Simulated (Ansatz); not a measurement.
**BH₃S (triplet): one geometry, many settings at distance B1–H4 along a hydrogen transfer = 1.194 Å**

What do other methods and options give for BH₃S (triplet) at this geometry, and how long do they take?

Method: the settings change from run to run; program: Ansatz 0.2.0, Gaussian basis.

11 further runs of the same task are left out: 5 for a known fault of the program, 2 for a mislabelled method, 4 that didn't finish.

## (1) What is computed

The geometry derives from fragments relaxed apart (PBE0/def2-TZVP) and kept rigid, so it is no stationary point. A hydrogen atom is moved between rigid fragments.

5 atoms, charge 0, spin multiplicity 3.

Atoms are counted from 1 here; the program's logs count them from 0.

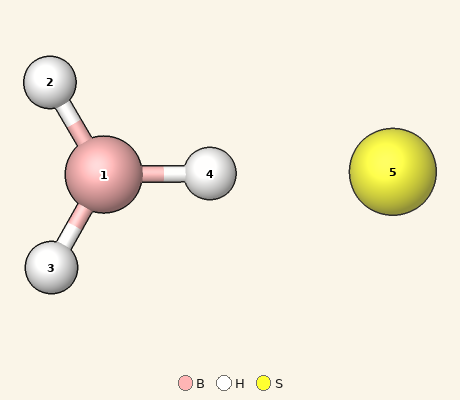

The geometry (boron pink, hydrogen white, sulfur yellow); atoms are numbered from 1 in the order of the file.

## (2) MP2 on UHF/cc-pVDZ

The input, in.yaml:

```yaml
crystal:
  periodic: [false, false, false]
  atoms:
    - {symbol: B, position_ang: [-2.270406, 0.000000, 0.000000]}
    - {symbol: H, position_ang: [-2.867140, 1.033571, 0.000000]}
    - {symbol: H, position_ang: [-2.867140, -1.033571, 0.000000]}
    - {symbol: H, position_ang: [-1.076941, 0.000000, 0.000000]}
    - {symbol: S, position_ang: [0.979594, 0.000000, 0.000000]}
basis:
  gaussian: {orbitals: cc-pVDZ, fitting: {mean_field: def2-universal-jkfit}}
magnetization: {spin_polarized: true, initial_magnetization: 2}
correlation: {method: mp2, electrons: valence}
scf: {lower_state_search: off}
```

Launch:

```console
ansatz run in.yaml --threads 1 --pin off --events-out ev --progress --plain --max-ram 2393MiB
```

Standard output:

```text
Functional definition: HF
  name "HF"
  cite "Fock, Z. Phys. 61, 126 (1930) doi:10.1007/BF01340294"
  parent pbe
  exchange = exact_x
  correlation = 0
these checks for a lower state are left out or cut short: stability, starts, cluster_reference, orbital_swaps, neighbouring_geometries, increment
257 factors; integrals over basis functions are off by at most 2.6e-1 eV
mean field evaluation 1: about -11532.9666 eV, gradient 9.2e0 eV
mean field evaluation 2: about -11533.9767 eV, gradient 3.3e0 eV
mean field evaluation 4: about -11534.1612 eV, gradient 4.0e-1 eV
mean field evaluation 8: about -11534.1654 eV, gradient 1.2e-6 eV
mean field -11534.16537044 eV, -423.8727592257 hartree, gradient 1.2e-6 eV, S^2 2.009357; 0 other end points of the search recorded, 0 dependent functions left out
6 core orbitals not correlated: weight in the atoms' cores, before any rotation towards them, 1.000 or more for the frozen orbitals, at most 0.000 for the correlated occupied ones
reference -11534.16537044 eV, -423.8727592257 hartree; 7, 5 occupied and 34, 36 virtual orbitals, 257 factors
second order -4.93131060 eV of doubles, -0.00000000 eV of singles
Total energy: -11539.09668105 eV, -424.0539815478 hartree
Checks for a lower state left out: stability, starts, cluster_reference, orbital_swaps, neighbouring_geometries, increment
```

Wall time 0.15 s (1 thread of Arm Neoverse V1, shared host).

From the report: ⟨S²⟩ of the determinant 2.009 (pure triplet: 2.00).

## (3) MRCISD+Q(2,6)/STO-3G

Edit in.yaml of step 2 so:

```diff
@@ -9,5 +9,5 @@
 basis:
-  gaussian: {orbitals: cc-pVDZ, fitting: {mean_field: def2-universal-jkfit}}
-magnetization: {spin_polarized: true, initial_magnetization: 2}
-correlation: {method: mp2, electrons: valence}
-scf: {lower_state_search: off}
+  gaussian: {orbitals: STO-3G}
+magnetization: {spin_polarized: false, initial_magnetization: 2}
+correlation: {method: fic_mrcisd_q, electrons: all, active_space: {window: {electrons: 2, orbitals: 6}, states: [{multiplicity: 3, weights: [1, 0.5]}]}}
+accuracy: high
```

The command is unchanged.

Standard output (excerpt; [...] marks lines left out):

```text
Functional definition: HF
  name "HF"
  cite "Fock, Z. Phys. 61, 126 (1930) doi:10.1007/BF01340294"
  parent pbe
[...]
267 factors; integrals over basis functions are off by at most 9.8e-9 eV
[...]
mean field -11406.66009263 eV, -419.1870266922 hartree, gradient 4.8e-9 eV, S^2 2.000000; 14 other end points of the search recorded, 0 dependent functions left out
reference -11406.66009263 eV, -419.1870266922 hartree; 13, 11 occupied and 4, 6 virtual orbitals, 267 factors
state -11406.18742237 eV, -419.1696563804 hartree
state -11398.60979804 eV, -418.8911838228 hartree
contracted CI cycle   1: correlation 0.00000000 eV, 0.0000000000 hartree, residual 8.96e0 eV
contracted CI cycle   2: correlation -1.79197689 eV, -0.0658539362 hartree, residual 2.37e0 eV
contracted CI cycle   3: correlation -1.88915049 eV, -0.0694250000 hartree, residual 5.01e-1 eV
[...]
contracted CI cycle  17: correlation -3.77444761 eV, -0.1387083914 hartree, residual 1.20e-4 eV
contracted CI cycle  18: correlation -3.77444761 eV, -0.1387083914 hartree, residual 2.96e-5 eV
contracted CI cycle  19: correlation -3.77444761 eV, -0.1387083914 hartree, residual 7.03e-6 eV
contracted CI cycle  20: correlation -3.77444761 eV, -0.1387083914 hartree, residual 2.35e-6 eV
contracted CI cycle  21: correlation -3.77444761 eV, -0.1387083914 hartree, residual 1.95e-6 eV
contracted CI cycle  22: correlation -3.77444761 eV, -0.1387083914 hartree, residual 1.22e-5 eV
contracted CI cycle  23: correlation -3.77444761 eV, -0.1387083914 hartree, residual 1.88e-6 eV
contracted CI cycle  24: correlation -3.77444761 eV, -0.1387083914 hartree, residual 7.33e-7 eV
contracted CI cycle  25: correlation -3.77444761 eV, -0.1387083914 hartree, residual 2.99e-7 eV
state -11398.60979804 eV, -418.8911838228 hartree; corrected -11403.93226954 eV, -419.0867810426 hartree
Total energy: -11406.77356743 eV, -419.1911968143 hartree
```

It took 1.3 s on 1 thread of Arm Neoverse V1, shared host.

From the report: 12 determinants; active occupations (of the averaged states) 1.00, 0.67, 0.33, 0.00, 0.00, 0.00.

## (4) NEVPT4(SD)(12,7)/6-31G

Edit in.yaml of step 3 so:

```diff
@@ -9,5 +9,4 @@
 basis:
-  gaussian: {orbitals: STO-3G}
+  gaussian: {orbitals: 6-31G}
 magnetization: {spin_polarized: false, initial_magnetization: 2}
-correlation: {method: fic_mrcisd_q, electrons: all, active_space: {window: {electrons: 2, orbitals: 6}, states: [{multiplicity: 3, weights: [1, 0.5]}]}}
-accuracy: high
+correlation: {method: fic_nevpt4_sd, electrons: outside_noble_gas, active_space: {window: {electrons: 12, orbitals: 7}}}
```

Same command.

Standard output (excerpt; [...] marks lines left out):

```text
Functional definition: HF
  name "HF"
  cite "Fock, Z. Phys. 61, 126 (1930) doi:10.1007/BF01340294"
  parent pbe
[...]
362 factors; integrals over basis functions are off by at most 2.7e-4 eV
[...]
mean field -11533.06443609 eV, -423.8323006343 hartree, gradient 2.3e-6 eV, S^2 2.000000; 13 other end points of the search recorded, 0 dependent functions left out
reference -11533.06443609 eV, -423.8323006343 hartree; 13, 11 occupied and 15, 17 virtual orbitals, 362 factors
state -11533.06446494 eV, -423.8323016948 hartree
state -11533.06446494 eV, -423.8323016948 hartree; corrected -11535.63782112 eV, -423.9268707899 hartree
Total energy: -11535.63782112 eV, -423.9268707899 hartree
```

Wall time 1.1 s (1 thread of Arm Neoverse V1, shared host).

From the report: 16 determinants; active occupations 2.00, 2.00, 2.00, 2.00, 2.00, 1.00, 1.00.

## (5) CCSD/6-31G

Edit in.yaml of step 4 so:

```diff
@@ -9,4 +9,6 @@
 basis:
-  gaussian: {orbitals: 6-31G}
-magnetization: {spin_polarized: false, initial_magnetization: 2}
-correlation: {method: fic_nevpt4_sd, electrons: outside_noble_gas, active_space: {window: {electrons: 12, orbitals: 7}}}
+  gaussian: {orbitals: 6-31G, point_charges: [{charge: -1.00, position_ang: [4.654, -0.293, -0.341]}]}
+magnetization: {spin_polarized: true, initial_magnetization: 2}
+hamiltonian: {xc: {name: B3LYP}}
+correlation: {method: ccsd, electrons: outside_noble_gas}
+output: {forces: true}
```

Same command.

Standard output (excerpt; [...] marks lines left out):

```text
Functional definition: B3LYP
  name "B3LYP"
  cite "Stephens, Devlin, Chabalowski & Frisch, J. Phys. Chem. 98, 11623 (1994) doi:10.1021/j100096a001"
  cite "Becke, Phys. Rev. A 38, 3098 (1988) doi:10.1103/PhysRevA.38.3098"
  cite "Lee, Yang & Parr, Phys. Rev. B 37, 785 (1988) doi:10.1103/PhysRevB.37.785"
  cite "Vosko, Wilk & Nusair, Can. J. Phys. 58, 1200 (1980) doi:10.1139/p80-159"
[...]
362 factors; integrals over basis functions are off by at most 2.7e-4 eV
[...]
mean field -11556.76470352 eV, -424.7032693980 hartree, gradient 2.3e-6 eV, S^2 2.002365; 4 other end points of the search recorded, 0 dependent functions left out
6 core orbitals not correlated: weight in the atoms' cores, before any rotation towards them, 1.000 or more for the frozen orbitals, at most 0.000 for the correlated occupied ones
reference -11532.93198866 eV, -423.8274332813 hartree; 7, 5 occupied and 15, 17 virtual orbitals, 362 factors
second order -2.13627085 eV of doubles, -0.12461644 eV of singles
cycle   1  -2.67684153 eV  change   -4.2e-1 eV  update   4.7e-2
[...]
cycle  14  -2.85017626 eV  change   -1.9e-9 eV  update   8.2e-9
[...]
Total energy: -11535.78216493 eV, -423.9321753271 hartree
Atom 0 at    -2.270406     0.000000     0.000000 Å, force    -0.140756    -0.006193     0.001961 eV/Å
Atom 1 at    -2.867140     1.033571     0.000000 Å, force    -0.171412     0.252592     0.000752 eV/Å
Atom 2 at    -2.867140    -1.033571     0.000000 Å, force    -0.170074    -0.248332    -0.001785 eV/Å
Atom 3 at    -1.076941     0.000000     0.000000 Å, force    -0.664288     0.000450     0.012444 eV/Å
Atom 4 at     0.979594     0.000000     0.000000 Å, force     1.246041    -0.005309    -0.030226 eV/Å
Dipole moment:     0.089107    -0.008126    -0.008128 e Å
```

It took 5.5 s on 1 thread of Arm Neoverse V1, shared host.

From the report: ⟨S²⟩ of the determinant 2.002 (pure triplet: 2.00); correlation -2.8502 eV; T1 0.018; largest double amplitude 0.04. The orbitals are Kohn-Sham ones, so correlation energy and T1 don't compare with those on Hartree-Fock orbitals.

## (6) CCSD(T) on ROHF/cc-pVDZ

The input, in.yaml:

```yaml
crystal:
  periodic: [false, false, false]
  atoms:
    - {symbol: B, position_ang: [-2.270406, 0.000000, 0.000000]}
    - {symbol: H, position_ang: [-2.867140, 1.033571, 0.000000]}
    - {symbol: H, position_ang: [-2.867140, -1.033571, 0.000000]}
    - {symbol: H, position_ang: [-1.076941, 0.000000, 0.000000]}
    - {symbol: S, position_ang: [0.979594, 0.000000, 0.000000]}
basis:
  gaussian: {orbitals: cc-pVDZ}
magnetization: {spin_polarized: false, initial_magnetization: 2}
correlation: {method: ccsd_t, electrons: valence}
accuracy: high
scf: {lower_state_search: off}
```

Same command.

Standard output (excerpt; [...] marks lines left out):

```text
Functional definition: HF
  name "HF"
  cite "Fock, Z. Phys. 61, 126 (1930) doi:10.1007/BF01340294"
  parent pbe
[...]
979 factors; integrals over basis functions are off by at most 3.7e-9 eV
[...]
mean field -11534.04249675 eV, -423.8682437008 hartree, gradient 2.6e-8 eV, S^2 2.000000; 0 other end points of the search recorded, 0 dependent functions left out
6 core orbitals not correlated: weight in the atoms' cores, before any rotation towards them, 1.000 or more for the frozen orbitals, at most 0.000 for the correlated occupied ones
reference -11534.04249675 eV, -423.8682437008 hartree; 7, 5 occupied and 34, 36 virtual orbitals, 979 factors
second order -5.00247995 eV of doubles, -0.08016957 eV of singles
cycle   1  -5.94775408 eV  change   -8.6e-1 eV  update   5.8e-2
[...]
cycle  22  -6.21113983 eV  change   2.0e-10 eV  update  9.7e-10
perturbative correction -0.09116938 eV, -0.0033504129 hartree
Total energy: -11540.34480596 eV, -424.0998492923 hartree
Checks for a lower state left out: stability, starts, cluster_reference, orbital_swaps, neighbouring_geometries, increment
```

Wall time 2.5 s (1 thread of Arm Neoverse V1, shared host).

From the report: correlation -6.3023 eV; T1 0.013; largest double amplitude 0.04.

## (7) BCCD on UHF/cc-pVDZ

Edit in.yaml of step 6 so:

```diff
@@ -10,5 +10,4 @@
   gaussian: {orbitals: cc-pVDZ}
-magnetization: {spin_polarized: false, initial_magnetization: 2}
-correlation: {method: ccsd_t, electrons: valence}
-accuracy: high
-scf: {lower_state_search: off}
+magnetization: {spin_polarized: true, initial_magnetization: 2}
+correlation: {method: bccd, electrons: outside_noble_gas}
+output: {forces: true}
```

Same command.

Standard output (excerpt; [...] marks lines left out):

```text
Functional definition: HF
  name "HF"
  cite "Fock, Z. Phys. 61, 126 (1930) doi:10.1007/BF01340294"
  parent pbe
[...]
451 factors; integrals over basis functions are off by at most 1.4e-3 eV
[...]
mean field -11534.16538366 eV, -423.8727597116 hartree, gradient 2.6e-6 eV, S^2 2.009356; 14 other end points of the search recorded, 0 dependent functions left out
determinant -11534.16538366 eV, -423.8727597116 hartree, with singles and doubles -11540.25657438 eV, -424.0966068415 hartree
determinant -11534.14583666 eV, -423.8720413725 hartree, with singles and doubles -11540.23784007 eV, -424.0959183684 hartree
determinant -11533.67473479 eV, -423.8547286978 hartree, with singles and doubles -11539.77337211 eV, -424.0788494858 hartree
determinant -11534.16538366 eV, -423.8727597116 hartree, with singles and doubles -11540.25650943 eV, -424.0966044548 hartree
[...]
reference -11534.16538366 eV, -423.8727597116 hartree; 7, 5 occupied and 34, 36 virtual orbitals, 451 factors
second order -4.93848897 eV of doubles, -0.00000000 eV of singles
cycle   1  -6.08843026 eV  change    2.7e-3 eV  update   1.5e-3
[...]
cycle  15  -6.08778470 eV  change   -3.1e-9 eV  update   1.0e-8
[...]
the multipliers restart with 30 DIIS vectors
Total energy: -11540.25316836 eV, -424.0964816729 hartree
Atom 0 at    -2.270406     0.000000     0.000000 Å, force    -0.389117    -0.000000    -0.000000 eV/Å
Atom 1 at    -2.867140     1.033571     0.000000 Å, force    -0.134119     0.323149    -0.000000 eV/Å
Atom 2 at    -2.867140    -1.033571     0.000000 Å, force    -0.134119    -0.323148     0.000000 eV/Å
Atom 3 at    -1.076941     0.000000     0.000000 Å, force    -0.138044     0.000000     0.000000 eV/Å
Atom 4 at     0.979594     0.000000     0.000000 Å, force     0.795398    -0.000000    -0.000000 eV/Å
Dipole moment:    -0.105034     0.000000    -0.000000 e Å
```

Wall time 41 s (1 thread of Arm Neoverse V1, shared host).

From the report: ⟨S²⟩ of the determinant 2.009 (pure triplet: 2.00); correlation -6.0878 eV; largest double amplitude 0.04.

## (8) All runs side by side

Where basis and cores are those of an earlier UCCSDT(Q)/cc-pVDZ run (-11540.3697 eV), and the state is the same kind, the miss against it is given.

```tsv
level	correlated	functions	energy (eV)	from UCCSDT(Q) (meV)	time
MP2 on UHF/cc-pVDZ	valence	47	-11539.0967	1273.0	0.15 s
MRCISD+Q(2,6)/STO-3G (mean of several states)	all	17	-11406.7736		1.3 s
NEVPT4(SD)(12,7)/6-31G	outside noble gas	28	-11535.6378		1.1 s
CCSD/6-31G (beside a point charge, on B3LYP orbitals)	outside noble gas	28	-11535.7822		5.5 s
CCSD(T) on ROHF/cc-pVDZ	valence	47	-11540.3448	24.9	2.5 s
BCCD on UHF/cc-pVDZ	outside noble gas	47	-11540.2532	116.5	41 s
```

## (9) Outcome

| quantity | value |
| --- | --- |
| runs | 6 |
| quickest | MP2 on UHF/cc-pVDZ, 0.15 s |
| slowest | BCCD on UHF/cc-pVDZ, 41 s |

**Reading.** Total energies in different bases, with other cores or another treatment of relativity can't be set against each other. BCCD on UHF/cc-pVDZ took 270 times as long as MP2 on UHF/cc-pVDZ; the jobs differ in more than the method. Among the correlated runs with a miss given, it spans +25 to +1273 meV.
